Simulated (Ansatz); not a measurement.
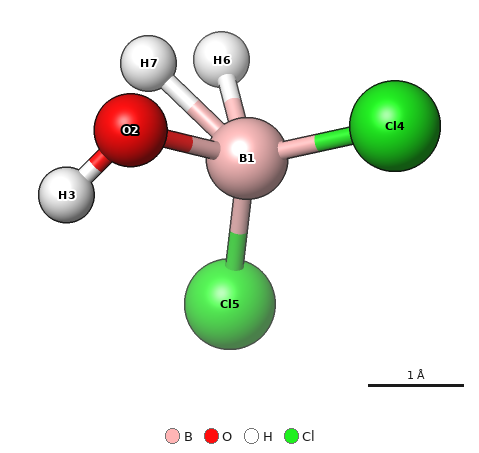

Figure 1. The structure (ball-and-stick view, seen at a tilt; atoms are numbered from 1 in the order of the input). Bond lengths as drawn: B–Cl 1.79 to 1.81 Å, B–H 1.37 to 1.45 Å, B–O 1.54 Å and H–O 0.97 Å.

## Frequency calculation of BH₃Cl₂O

BH₃Cl₂O, computed with RKS B3LYP-D4/def2-SVP (Ansatz 0.2.0).

It belongs to a series of runs on one base structure; here: vibrations at the highest image of the band. Figures and captions count atoms from 1; the log counts them from 0 in places.

### The program's output
```
Engine: ansatz 0.2.0, aarch64-unknown-linux-gnu
Functional definition: B3LYP
  parameter a0 = 0.2
  parameter ax = 0.72
  parameter ac = 0.81
  exchange = (1 - a0 - ax)*slater_x + ax*b88_x + a0*exact_x
  correlation = (1 - ac)*vwn_rpa_c + ac*lyp_c
818 factors; integrals over basis functions are off by at most 3.6e-4 eV
mean field evaluation 1: about -27806.5121 eV, gradient 4.2e1 eV
mean field evaluation 2: about -27800.3596 eV, gradient 7.1e1 eV
mean field evaluation 4: about -27809.5290 eV, gradient 1.2e0 eV
mean field evaluation 8: about -27809.5686 eV, gradient 3.2e-2 eV
mean field -27809.56855792 eV, -1021.9827945009 hartree, gradient 1.6e-5 eV, S^2 0.000000; 0 other end points of the search recorded, 0 dependent functions left out
the calculation of the forces begins
reference -27809.56875806 eV, -1021.9828018559 hartree; 25, 25 occupied and 54, 54 virtual orbitals, 818 factors
these checks for a lower state are left out or cut short: stability, starts, cluster_reference, orbital_swaps, neighbouring_geometries, increment
818 factors; integrals over basis functions are off by at most 3.6e-4 eV
mean field evaluation 16: about -27809.5325 eV, gradient 2.3e-1 eV
mean field -27809.56856065 eV, -1021.9827946013 hartree, gradient 2.3e-6 eV, S^2 0.000000; 0 other end points of the search recorded, 0 dependent functions left out
[... from here on the field's lines of each further geometry are left out, up to the last ...]
the calculation of the forces begins
reference -27809.56867321 eV, -1021.9827987377 hartree; 25, 25 occupied and 54, 54 virtual orbitals, 818 factors
these checks for a lower state are left out or cut short: stability, starts, cluster_reference, orbital_swaps, neighbouring_geometries, increment
818 factors; integrals over basis functions are off by at most 3.6e-4 eV
mean field -27809.56863664 eV, -1021.9827973938 hartree, gradient 1.5e-6 eV, S^2 0.000000; 0 other end points of the search recorded, 0 dependent functions left out
the calculation of the forces begins
reference -27809.56883673 eV, -1021.9828047472 hartree; 25, 25 occupied and 54, 54 virtual orbitals, 818 factors
WARN: phonons: modes at or below zero, which the zero-point energy, F, S and C_V leave out: 1, the lowest at -1440.58 cm⁻¹. A minimum has none, and a first-order saddle one
Total energy: -27809.81765980 eV, -1021.9919488264 hartree
Atom 0 at     0.049509     0.144739     0.130639 Å, force    -0.007900    -0.014679     0.031496 eV/Å
Atom 1 at    -0.069575     0.073833     1.664950 Å, force    -0.008205     0.014386    -0.041303 eV/Å
Atom 2 at    -1.002145     0.168156     1.920060 Å, force    -0.001847    -0.014599     0.002076 eV/Å
Atom 3 at     1.257835    -0.989422    -0.539584 Å, force    -0.013055     0.006952     0.004739 eV/Å
Atom 4 at    -1.558123     0.286922    -0.680933 Å, force     0.009661    -0.006294     0.006948 eV/Å
Atom 5 at     0.612253     1.395706     0.156009 Å, force     0.011786     0.017591    -0.004614 eV/Å
Atom 6 at     0.377247     1.138065     1.134459 Å, force     0.009560    -0.003357     0.000658 eV/Å
Dipole moment:    -0.184482     0.365454     0.444740 e Å
Vibrations: -1440.58 246.14 286.39 407.48 419.82 663.20 786.49 830.13 933.30 1056.16 1196.73 1322.79 2003.71 2113.81 3770.66 cm⁻¹, zero-point energy 0.994155 eV
```

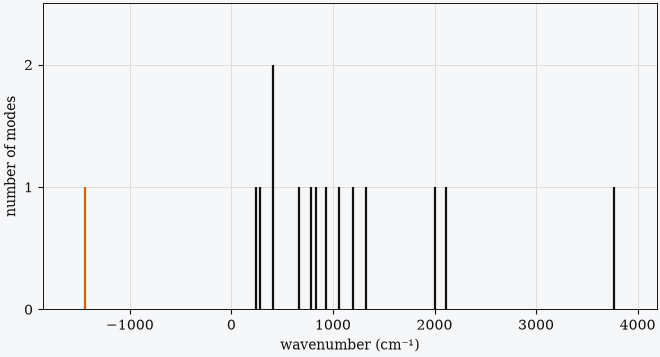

Figure 2. Harmonic vibrational wavenumbers from the force constants; neighbouring modes closer than 24 cm⁻¹ are counted in one stick, and imaginary ones are drawn at negative wavenumbers. 15 modes from 1441i to 3771 cm⁻¹, 1 imaginary beyond 8i (1441i cm⁻¹): a first-order saddle point, if the geometry is stationary.

The run was set up as follows.

### Input file
```yaml
crystal:
  periodic: [false, false, false]
  atoms:
    - { symbol: B, position_ang: [0.049509, 0.144739, 0.130639] }
    - { symbol: O, position_ang: [-0.069575, 0.073833, 1.66495] }
    - { symbol: H, position_ang: [-1.002145, 0.168156, 1.92006] }
    - { symbol: Cl, position_ang: [1.257835, -0.989422, -0.539584] }
    - { symbol: Cl, position_ang: [-1.558123, 0.286922, -0.680933] }
    - { symbol: H, position_ang: [0.612253, 1.395706, 0.156009] }
    - { symbol: H, position_ang: [0.377247, 1.138065, 1.134459] }
basis:
  gaussian: { orbitals: def2-SVP }
hamiltonian:
  xc: b3lyp
  dispersion: d4
phonons: {}
```

Launch command:
```bash
ansatz run input.yaml --threads 1 --pin off --max-ram 2048MiB --backend cpu --events-out ev --progress --plain --runs-dir out
```

### Results in brief

```csv
quantity,value
outcome,converged
total energy,−27809.8177 eV
mean-field energy,−27809.5688 eV
largest force (length of the vector),0.044 eV/Å
hardware,"1 thread of Arm Neoverse V1, 24 GiB of memory available, shared host"
wall time,76 s
peak memory,0.15 GiB
```
